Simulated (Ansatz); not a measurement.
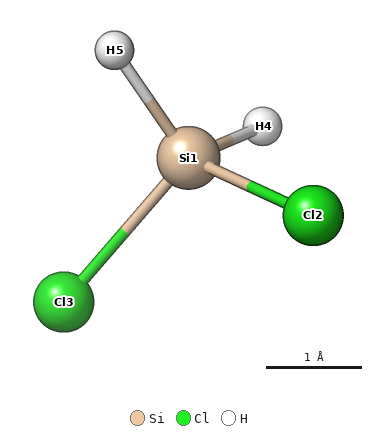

**Figure 1.** The starting structure (ball-and-stick view, seen at an oblique angle; atoms are numbered from 1 in the order of the input). Bond lengths as drawn: Cl–Si 2.06 Å and H–Si 1.47 Å.

## Run report: SiH2Cl2, molecular dynamics

The run: molecular dynamics of SiH2Cl2. Method and program: RKS B3LYP-D4/def2-mTZVP (Ansatz 0.2.0).

One setting was made poor on purpose. It belongs to a series of runs on one base structure; here: an input spoilt on purpose. Figures and captions count atoms from 1; the log counts them from 0 in places.

The input
```yaml
crystal:
  periodic: [false, false, false]
  atoms:
    - { symbol: Si, position_ang: [0.007707, 0.0, 0.005507] }
    - { symbol: Cl, position_ang: [-0.016964, 0.0, 2.069788] }
    - { symbol: Cl, position_ang: [1.945964, 0.0, -0.705236] }
    - { symbol: H, position_ang: [-0.651753, 1.227852, -0.460879] }
    - { symbol: H, position_ang: [-0.651753, -1.227852, -0.460879] }
basis:
  gaussian: { orbitals: def2-mTZVP }
hamiltonian:
  xc: b3lyp
  dispersion: d4
md:
  timestep: 1.0
  n_steps: 25
  ensemble: nvt_langevin
  temperature: 30000.0
  initial_velocities: maxwell_boltzmann
  seed: 185927
  friction: 0.01
```

Machine: 1 thread of AMD EPYC (Zen 3), 32 GiB of memory available, shared host.

Launch command:
```bash
ansatz run input.yaml --threads 1 --pin off --max-ram 2048MiB --backend cpu --events-out ev --progress --plain --runs-dir out
```

The program's output
```
Engine: ansatz 0.2.0, x86_64-unknown-linux-gnu
Functional definition: B3LYP
  parameter a0 = 0.2
  parameter ax = 0.72
  parameter ac = 0.81
  exchange = (1 - a0 - ax)*slater_x + ax*b88_x + a0*exact_x
  correlation = (1 - ac)*vwn_rpa_c + ac*lyp_c
699 factors; integrals over basis functions are off by at most 5.3e-4 eV
mean field evaluation 1: about -32959.4296 eV, gradient 1.4e1 eV
mean field evaluation 2: about -32959.6125 eV, gradient 1.3e1 eV
mean field evaluation 4: about -32959.9277 eV, gradient 6.6e-1 eV
mean field evaluation 8: about -32959.9288 eV, gradient 3.7e-3 eV
mean field -32959.92877851 eV, -1211.2550415680 hartree, gradient 5.8e-5 eV, S^2 0.000000; 0 other end points of the search recorded, 0 dependent functions left out
the calculation of the forces begins
reference -32959.92902547 eV, -1211.2550506437 hartree; 25, 25 occupied and 47, 47 virtual orbitals, 699 factors
md step     0: t =     0.00 fs  T = 24000.0 K  F+E_penalty+E_count = -32960.12931371 eV  E_kin = 15.511200 eV  (23 SCF iters)
these checks for a lower state are left out or cut short: starts, cluster_reference, orbital_swaps, neighbouring_geometries, increment
699 factors; integrals over basis functions are off by at most 5.0e-4 eV
mean field evaluation 16: about -32959.2007 eV, gradient 1.4e-1 eV
mean field -32959.20082562 eV, -1211.2282897928 hartree, gradient 2.2e-5 eV, S^2 0.000000; 0 other end points of the search recorded, 0 dependent functions left out
[... from here on the field's lines of each further geometry are left out, up to the last ...]
md step     1: t =     1.00 fs  T = 22525.1 K  F+E_penalty+E_count = -32959.40240680 eV  E_kin = 14.557987 eV  (26 SCF iters, 11 dispersion substeps)
md step     2: t =     2.00 fs  T = 19694.0 K  F+E_penalty+E_count = -32957.53939916 eV  E_kin = 12.728220 eV  (27 SCF iters, 11 dispersion substeps)
md step     3: t =     3.00 fs  T = 15751.4 K  F+E_penalty+E_count = -32956.81254807 eV  E_kin = 10.180135 eV  (27 SCF iters, 11 dispersion substeps)
md step     4: t =     4.00 fs  T = 16481.2 K  F+E_penalty+E_count = -32956.80640048 eV  E_kin = 10.651816 eV  (28 SCF iters, 11 dispersion substeps)
md step     5: t =     5.00 fs  T = 14230.3 K  F+E_penalty+E_count = -32956.30704105 eV  E_kin = 9.197075 eV  (28 SCF iters, 11 dispersion substeps)
md step     6: t =     6.00 fs  T = 11701.3 K  F+E_penalty+E_count = -32955.36685383 eV  E_kin = 7.562580 eV  (29 SCF iters, 11 dispersion substeps)
md step     7: t =     7.00 fs  T =  8318.9 K  F+E_penalty+E_count = -32954.47769206 eV  E_kin = 5.376476 eV  (30 SCF iters, 11 dispersion substeps)
md step     8: t =     8.00 fs  T =  6695.1 K  F+E_penalty+E_count = -32953.76882392 eV  E_kin = 4.327046 eV  (30 SCF iters, 11 dispersion substeps)
md step     9: t =     9.00 fs  T =  5834.6 K  F+E_penalty+E_count = -32953.16641669 eV  E_kin = 3.770878 eV  (27 SCF iters, 11 dispersion substeps)
md step    10: t =    10.00 fs  T =  5702.0 K  F+E_penalty+E_count = -32952.70974784 eV  E_kin = 3.685230 eV  (27 SCF iters, 11 dispersion substeps)
md step    11: t =    11.00 fs  T =  7018.8 K  F+E_penalty+E_count = -32952.33395848 eV  E_kin = 4.536222 eV  (28 SCF iters, 11 dispersion substeps)
md step    12: t =    12.00 fs  T =  5928.3 K  F+E_penalty+E_count = -32951.99423022 eV  E_kin = 3.831473 eV  (28 SCF iters, 11 dispersion substeps)
md step    13: t =    13.00 fs  T =  6161.2 K  F+E_penalty+E_count = -32951.78084393 eV  E_kin = 3.981993 eV  (28 SCF iters, 11 dispersion substeps)
md step    14: t =    14.00 fs  T =  7330.9 K  F+E_penalty+E_count = -32951.66471417 eV  E_kin = 4.737955 eV  (28 SCF iters, 11 dispersion substeps)
md step    15: t =    15.00 fs  T =  7409.5 K  F+E_penalty+E_count = -32951.63289835 eV  E_kin = 4.788747 eV  (31 SCF iters, 11 dispersion substeps)
md step    16: t =    16.00 fs  T =  8216.2 K  F+E_penalty+E_count = -32951.67516657 eV  E_kin = 5.310149 eV  (25 SCF iters, 11 dispersion substeps)
md step    17: t =    17.00 fs  T =  8170.3 K  F+E_penalty+E_count = -32951.71555450 eV  E_kin = 5.280436 eV  (35 SCF iters, 11 dispersion substeps)
md step    18: t =    18.00 fs  T =  8442.1 K  F+E_penalty+E_count = -32951.77615466 eV  E_kin = 5.456135 eV  (37 SCF iters, 11 dispersion substeps)
md step    19: t =    19.00 fs  T =  9548.3 K  F+E_penalty+E_count = -32951.95547312 eV  E_kin = 6.171076 eV  (37 SCF iters, 11 dispersion substeps)
md step    20: t =    20.00 fs  T =  9974.1 K  F+E_penalty+E_count = -32952.22570944 eV  E_kin = 6.446246 eV  (37 SCF iters, 11 dispersion substeps)
md step    21: t =    21.00 fs  T = 10310.9 K  F+E_penalty+E_count = -32952.49667018 eV  E_kin = 6.663916 eV  (36 SCF iters, 11 dispersion substeps)
md step    22: t =    22.00 fs  T = 10043.6 K  F+E_penalty+E_count = -32952.79978941 eV  E_kin = 6.491196 eV  (34 SCF iters, 11 dispersion substeps)
md step    23: t =    23.00 fs  T =  8787.0 K  F+E_penalty+E_count = -32953.13822225 eV  E_kin = 5.679057 eV  (34 SCF iters, 11 dispersion substeps)
md step    24: t =    24.00 fs  T =  9216.2 K  F+E_penalty+E_count = -32953.35758014 eV  E_kin = 5.956437 eV  (34 SCF iters, 11 dispersion substeps)
the calculation of the forces begins
reference -32952.88269661 eV, -1210.9961028342 hartree; 25, 25 occupied and 47, 47 virtual orbitals, 699 factors
699 factors; integrals over basis functions are off by at most 6.0e-4 eV
mean field -32952.88242860 eV, -1210.9960929853 hartree, gradient 1.5e-5 eV, S^2 0.000000; 1 other end points of the search recorded, 0 dependent functions left out
the calculation of the forces begins
reference -32952.88269661 eV, -1210.9961028342 hartree; 25, 25 occupied and 47, 47 virtual orbitals, 699 factors
md step    25: t =    25.00 fs  T =  9088.1 K  F+E_penalty+E_count = -32953.08674376 eV  E_kin = 5.873637 eV  (23 SCF iters, 11 dispersion substeps)
```

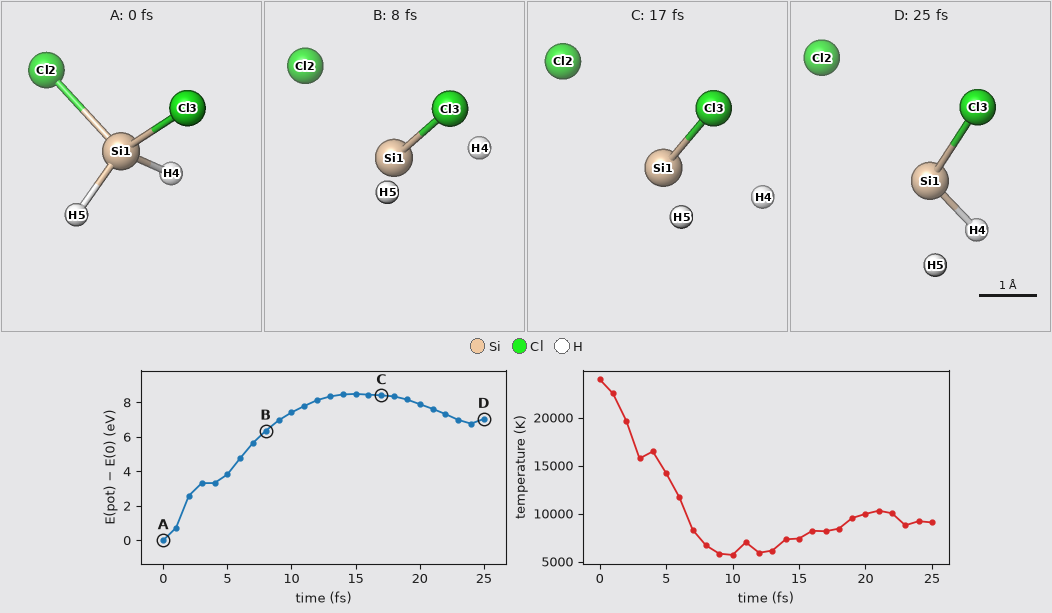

**Figure 2.** Frames of the molecular dynamics (ball-and-stick, seen at a tilt) above the curves, on which the letters mark them. The trajectory kept here has 26 frames over 25 fs. The temperature starts at 24000 K, ranges from 5702 to 24000 K and averages 8669 K over the second half. The potential energy ends 7.043 eV above its first value. After an unweighted best fit of the last frame on the first, the root-mean-square displacement is 0.82 Å.

```
Total energy: -32953.08701176 eV, -1211.0036112776 hartree
Atom 0 at     0.089085    -0.099898    -0.460110 Å, force     5.057152    -3.139313     2.731036 eV/Å
Atom 1 at    -0.188229    -0.295056     2.534171 Å, force    -0.149054     0.169141    -2.273832 eV/Å
Atom 2 at     2.178531     0.468522    -0.262801 Å, force    -1.724121     0.396623    -0.042538 eV/Å
Atom 3 at    -0.642511     0.455366    -1.458467 Å, force    -1.915269     2.073356    -1.641062 eV/Å
Atom 4 at     1.393182    -1.622450    -2.206761 Å, force    -1.268708     0.500193     1.226396 eV/Å
Dipole moment:    -0.331531     0.255453    -0.732645 e Å
```

Trajectory as extended XYZ (Å, eV, eV/Å), 26 frames, from step=0 to step=25
```
5
Properties=species:S:1:pos:R:3:forces:R:3 step=0 time_fs=0.0 energy=-32960.12931 temperature=24000.0
Si    0.0077    0.0000    0.0055   -0.0007   0.0000  -0.0006
Cl   -0.0170    0.0000    2.0698    0.0177   0.0000   0.0023
Cl    1.9460    0.0000   -0.7052    0.0074   0.0000   0.0160
H    -0.6518    1.2279   -0.4609   -0.0122  -0.0053  -0.0089
H    -0.6518   -1.2279   -0.4609   -0.0122   0.0053  -0.0089
5
Properties=species:S:1:pos:R:3:forces:R:3 step=1 time_fs=1.0 energy=-32959.40241 temperature=22525.1
Si    0.0151   -0.0044   -0.0213    2.9933  -5.3166   2.3718
Cl   -0.0434   -0.0127    2.0780   -0.1391  -0.0664  -0.5391
Cl    1.9512    0.0237   -0.6850    0.8531   0.2544  -0.0869
H    -0.4526    1.1148   -0.4025   -2.7883   4.9249  -1.8859
H    -0.2985   -1.3366   -0.5619   -0.9191   0.2037   0.1402
5
Properties=species:S:1:pos:R:3:forces:R:3 step=2 time_fs=2.0 energy=-32957.53940 temperature=19694.0
Si    0.0203   -0.0119   -0.0525    4.7223 -13.3319   4.3606
Cl   -0.0677   -0.0214    2.0908   -0.2434  -0.1729  -1.0768
Cl    1.9546    0.0447   -0.6629    1.9030   0.5093  -0.2219
H    -0.2666    1.0620   -0.3425   -4.6426  11.7842  -3.6781
H     0.0276   -1.4512   -0.6632   -1.7392   1.2113   0.6162
5
Properties=species:S:1:pos:R:3:forces:R:3 step=3 time_fs=3.0 energy=-32956.81255 temperature=15751.4
Si    0.0285   -0.0278   -0.0820    3.3249 -12.5147   3.8722
Cl   -0.0897   -0.0294    2.1033   -0.2659  -0.2456  -1.4609
Cl    1.9557    0.0659   -0.6397    3.0012   0.7436  -0.3689
H    -0.1558    1.1067   -0.3299   -3.5736  10.3929  -2.8798
H     0.3286   -1.5584   -0.7306   -2.4866   1.6237   0.8374
5
Properties=species:S:1:pos:R:3:forces:R:3 step=4 time_fs=4.0 energy=-32956.80640 temperature=16481.2
Si    0.0423   -0.0463   -0.1103    1.5120  -6.2904   2.7663
Cl   -0.1100   -0.0381    2.1164   -0.2189  -0.2523  -1.7959
Cl    1.9564    0.0875   -0.6148    4.0298   0.9865  -0.4559
H    -0.1214    1.2216   -0.3810   -2.4158   4.0803  -1.3679
H     0.6037   -1.6329   -0.7881   -2.9072   1.4759   0.8535
5
Properties=species:S:1:pos:R:3:forces:R:3 step=5 time_fs=5.0 energy=-32956.30704 temperature=14230.3
Si    0.0608   -0.0617   -0.1398   -0.1696  -1.7830   1.9150
Cl   -0.1282   -0.0449    2.1324   -0.1267  -0.2312  -2.0753
Cl    1.9566    0.1086   -0.5926    4.9616   1.1988  -0.4682
H    -0.1353    1.3799   -0.4688   -1.6249  -0.4467  -0.2361
H     0.8364   -1.6676   -0.8705   -3.0403   1.2621   0.8646
5
Properties=species:S:1:pos:R:3:forces:R:3 step=6 time_fs=6.0 energy=-32955.36685 temperature=11701.3
Si    0.0828   -0.0751   -0.1660   -1.8046   0.0898   1.5922
Cl   -0.1428   -0.0527    2.1520   -0.0180  -0.2075  -2.2458
Cl    1.9573    0.1259   -0.5753    5.8949   1.3727  -0.4555
H    -0.1554    1.5339   -0.5514   -1.1345  -2.1879   0.2977
H     1.0284   -1.6627   -0.9714   -2.9378   0.9328   0.8114
5
Properties=species:S:1:pos:R:3:forces:R:3 step=7 time_fs=7.0 energy=-32954.47769 temperature=8318.9
Si    0.1025   -0.0886   -0.1906   -3.1422   0.5308   1.5545
Cl   -0.1553   -0.0628    2.1721    0.0836  -0.1805  -2.3464
Cl    1.9605    0.1402   -0.5631    6.6651   1.5149  -0.4240
H    -0.1790    1.6474   -0.6219   -0.8468  -2.5556   0.4713
H     1.1882   -1.6369   -1.0649   -2.7597   0.6904   0.7446
5
Properties=species:S:1:pos:R:3:forces:R:3 step=8 time_fs=8.0 energy=-32953.76882 temperature=6695.1
Si    0.1210   -0.1023   -0.2128   -4.2262   0.6971   1.5014
Cl   -0.1651   -0.0706    2.1898    0.1659  -0.1572  -2.3986
Cl    1.9657    0.1547   -0.5549    7.2406   1.6869  -0.3796
H    -0.2152    1.7369   -0.6966   -0.5783  -2.7492   0.5935
H     1.3113   -1.6012   -1.1344   -2.6020   0.5224   0.6832
5
Properties=species:S:1:pos:R:3:forces:R:3 step=9 time_fs=9.0 energy=-32953.16642 temperature=5834.6
Si    0.1389   -0.1108   -0.2348   -5.1444   0.5355   1.4872
Cl   -0.1721   -0.0751    2.2076    0.2297  -0.1346  -2.4221
Cl    1.9719    0.1682   -0.5477    7.7333   1.8997  -0.3267
H    -0.2651    1.8159   -0.7744   -0.3415  -2.6899   0.6415
H     1.4081   -1.5632   -1.1861   -2.4770   0.3893   0.6201
5
Properties=species:S:1:pos:R:3:forces:R:3 step=10 time_fs=10.0 energy=-32952.70975 temperature=5702.0
Si    0.1546   -0.1159   -0.2588   -5.7528   0.2707   1.4106
Cl   -0.1789   -0.0802    2.2225    0.2670  -0.1160  -2.4337
Cl    1.9803    0.1800   -0.5372    7.9889   2.1410  -0.2035
H    -0.3373    1.8731   -0.8607   -0.1062  -2.5643   0.6705
H     1.4787   -1.5355   -1.2369   -2.3969   0.2686   0.5561
5
Properties=species:S:1:pos:R:3:forces:R:3 step=11 time_fs=11.0 energy=-32952.33396 temperature=7018.8
Si    0.1702   -0.1223   -0.2807   -6.0791  -0.0134   1.2458
Cl   -0.1854   -0.0859    2.2375    0.2834  -0.1054  -2.4391
Cl    1.9904    0.1915   -0.5208    8.0221   2.3873  -0.0056
H    -0.4238    1.9036   -0.9668    0.1031  -2.4021   0.7124
H     1.5378   -1.5200   -1.3033   -2.3295   0.1337   0.4865
5
Properties=species:S:1:pos:R:3:forces:R:3 step=12 time_fs=12.0 energy=-32951.99423 temperature=5928.3
Si    0.1805   -0.1275   -0.3011   -6.1373  -0.2214   1.0707
Cl   -0.1921   -0.0923    2.2535    0.2945  -0.0914  -2.4290
Cl    2.0008    0.2050   -0.5062    7.7691   2.4981   0.1960
H    -0.5112    1.9218   -1.0805    0.2639  -2.2069   0.7500
H     1.6049   -1.4991   -1.3865   -2.1902   0.0216   0.4124
5
Properties=species:S:1:pos:R:3:forces:R:3 step=13 time_fs=13.0 energy=-32951.78084 temperature=6161.2
Si    0.1849   -0.1313   -0.3180   -5.8606  -0.2924   0.9034
Cl   -0.2010   -0.0984    2.2671    0.3057  -0.0750  -2.4140
Cl    2.0127    0.2247   -0.4946    7.1972   2.4445   0.3640
H    -0.5827    1.9196   -1.1829    0.3695  -2.0381   0.7858
H     1.6742   -1.4602   -1.4770   -2.0118  -0.0390   0.3608
5
Properties=species:S:1:pos:R:3:forces:R:3 step=14 time_fs=14.0 energy=-32951.66471 temperature=7330.9
Si    0.1890   -0.1356   -0.3286   -5.4436  -0.2900   0.7627
Cl   -0.2081   -0.1046    2.2855    0.3084  -0.0585  -2.3995
Cl    2.0262    0.2481   -0.4797    6.4925   2.3488   0.4825
H    -0.6503    1.8747   -1.2741    0.4717  -1.9163   0.8442
H     1.7538   -1.4293   -1.5513   -1.8290  -0.0841   0.3101
5
Properties=species:S:1:pos:R:3:forces:R:3 step=15 time_fs=15.0 energy=-32951.63290 temperature=7409.5
Si    0.1904   -0.1381   -0.3374   -4.8093  -0.2503   0.6446
Cl   -0.2078   -0.1139    2.3097    0.2845  -0.0474  -2.3897
Cl    2.0389    0.2735   -0.4623    5.6281   2.2369   0.5621
H    -0.7279    1.8058   -1.3511    0.5868  -1.8246   0.9099
H     1.8165   -1.4270   -1.6062   -1.6900  -0.1147   0.2731
5
Properties=species:S:1:pos:R:3:forces:R:3 step=16 time_fs=16.0 energy=-32951.67517 temperature=8216.2
Si    0.1860   -0.1374   -0.3479   -3.9090  -0.1206   0.5142
Cl   -0.2030   -0.1277    2.3358    0.2390  -0.0391  -2.3800
Cl    2.0522    0.2995   -0.4436    4.5695   2.0257   0.6122
H    -0.7945    1.7370   -1.4135    0.6871  -1.7623   0.9772
H     1.8472   -1.4388   -1.6701   -1.5865  -0.1037   0.2764
5
Properties=species:S:1:pos:R:3:forces:R:3 step=17 time_fs=17.0 energy=-32951.71555 temperature=8170.3
Si    0.1785   -0.1346   -0.3587   -2.8941   0.1009   0.4107
Cl   -0.1981   -0.1454    2.3617    0.1885  -0.0279  -2.3598
Cl    2.0693    0.3212   -0.4252    3.3791   1.7012   0.6105
H    -0.8472    1.6691   -1.4712    0.7714  -1.7058   1.0477
H     1.8715   -1.4716   -1.7644   -1.4448  -0.0684   0.2908
5
Properties=species:S:1:pos:R:3:forces:R:3 step=18 time_fs=18.0 energy=-32951.77615 temperature=8442.1
Si    0.1704   -0.1335   -0.3726   -1.8828   0.3250   0.3072
Cl   -0.1948   -0.1633    2.3856    0.1384  -0.0223  -2.3344
Cl    2.0889    0.3410   -0.4064    2.2242   1.3610   0.5575
H    -0.8921    1.5984   -1.5221    0.8552  -1.6678   1.1259
H     1.8673   -1.5312   -1.8601   -1.3350   0.0041   0.3437
5
Properties=species:S:1:pos:R:3:forces:R:3 step=19 time_fs=19.0 energy=-32951.95547 temperature=9548.3
Si    0.1609   -0.1357   -0.3902   -0.9377   0.5529   0.1076
Cl   -0.1938   -0.1788    2.4072    0.0893  -0.0203  -2.3128
Cl    2.1118    0.3615   -0.3840    1.2001   1.0542   0.4848
H    -0.9064    1.4989   -1.5528    0.9633  -1.6972   1.2646
H     1.8211   -1.5737   -1.9385   -1.3150   0.1103   0.4559
5
Properties=species:S:1:pos:R:3:forces:R:3 step=20 time_fs=20.0 energy=-32952.22571 temperature=9974.1
Si    0.1504   -0.1363   -0.4094   -0.1532   0.7529  -0.1563
Cl   -0.1954   -0.1944    2.4279    0.0427  -0.0114  -2.2936
Cl    2.1353    0.3821   -0.3608    0.3265   0.7883   0.3913
H    -0.8928    1.3630   -1.5682    1.0955  -1.7446   1.4719
H     1.7573   -1.6039   -2.0179   -1.3115   0.2148   0.5867
5
Properties=species:S:1:pos:R:3:forces:R:3 step=21 time_fs=21.0 energy=-32952.49667 temperature=10310.9
Si    0.1398   -0.1368   -0.4283    0.4213   0.8192  -0.3696
Cl   -0.1959   -0.2104    2.4508   -0.0007   0.0048  -2.2660
Cl    2.1553    0.4004   -0.3380   -0.3848   0.5714   0.2638
H    -0.8741    1.1983   -1.5743    1.2260  -1.6999   1.6823
H     1.7041   -1.6585   -2.0982   -1.2617   0.3045   0.6895
5
Properties=species:S:1:pos:R:3:forces:R:3 step=22 time_fs=22.0 energy=-32952.79979 temperature=10043.6
Si    0.1287   -0.1366   -0.4428    0.9462   0.5905  -0.4780
Cl   -0.1931   -0.2280    2.4742   -0.0443   0.0285  -2.2323
Cl    2.1701    0.4188   -0.3142   -0.9154   0.4265   0.1370
H    -0.8456    1.0128   -1.5678    1.2346  -1.4240   1.7812
H     1.6458   -1.6998   -2.1627   -1.2210   0.3785   0.7921
5
Properties=species:S:1:pos:R:3:forces:R:3 step=23 time_fs=23.0 energy=-32953.13822 temperature=8787.0
Si    0.1182   -0.1292   -0.4514    1.5147   0.0299  -0.4109
Cl   -0.1893   -0.2491    2.4948   -0.0794   0.0664  -2.2503
Cl    2.1775    0.4386   -0.2938   -1.2551   0.3754   0.0521
H    -0.7995    0.8235   -1.5345    1.0477  -0.9074   1.6930
H     1.5747   -1.6968   -2.1994   -1.2279   0.4356   0.9161
5
Properties=species:S:1:pos:R:3:forces:R:3 step=24 time_fs=24.0 energy=-32953.35758 temperature=9216.2
Si    0.1055   -0.1136   -0.4558    2.7223  -1.2316   0.4070
Cl   -0.1869   -0.2715    2.5149   -0.1140   0.1169  -2.2691
Cl    2.1776    0.4552   -0.2776   -1.4776   0.3932   0.0057
H    -0.7276    0.6404   -1.4859    0.1345   0.2450   0.8010
H     1.4951   -1.6625   -2.2065   -1.2652   0.4765   1.0554
5
Properties=species:S:1:pos:R:3:forces:R:3 step=25 time_fs=25.0 energy=-32953.08674 temperature=9088.1
Si    0.0891   -0.0999   -0.4601    5.0572  -3.1393   2.7310
Cl   -0.1882   -0.2951    2.5342   -0.1491   0.1691  -2.2738
Cl    2.1785    0.4685   -0.2628   -1.7241   0.3966  -0.0425
H    -0.6425    0.4554   -1.4585   -1.9153   2.0734  -1.6411
H     1.3932   -1.6224   -2.2068   -1.2687   0.5002   1.2264
```

Summary

```json
{"quantity": "outcome", "value": "finished"}
{"quantity": "mean temperature over the second half", "value": "8669 K"}
{"quantity": "trajectory", "value": "25 steps, 25 fs"}
{"quantity": "ensemble", "value": "nvt_langevin"}
{"quantity": "temperature in the input", "value": "30000.0 K"}
{"quantity": "time step", "value": "1.0 fs"}
{"quantity": "potential energy (last step)", "value": "−32953.0870 eV"}
{"quantity": "mean-field energy (last step)", "value": "−32952.8827 eV"}
{"quantity": "largest force (length of the vector) (last step)", "value": "6.549 eV/Å"}
{"quantity": "wall time", "value": "47 s"}
{"quantity": "peak memory", "value": "0.15 GiB"}
```

Notes

A deliberately poor setting: bad input. So short a trajectory is not equilibrated. The logged temperature at the start can lie below the typed one, since it is counted over all degrees of freedom. The temperature stays far from the 30000 K of the thermostat over the second half: the run isn't equilibrated. The integration failed: the conserved energy drifts or the temperature runs away, so the later frames and the averages aren't results; the time step is too long for this system.
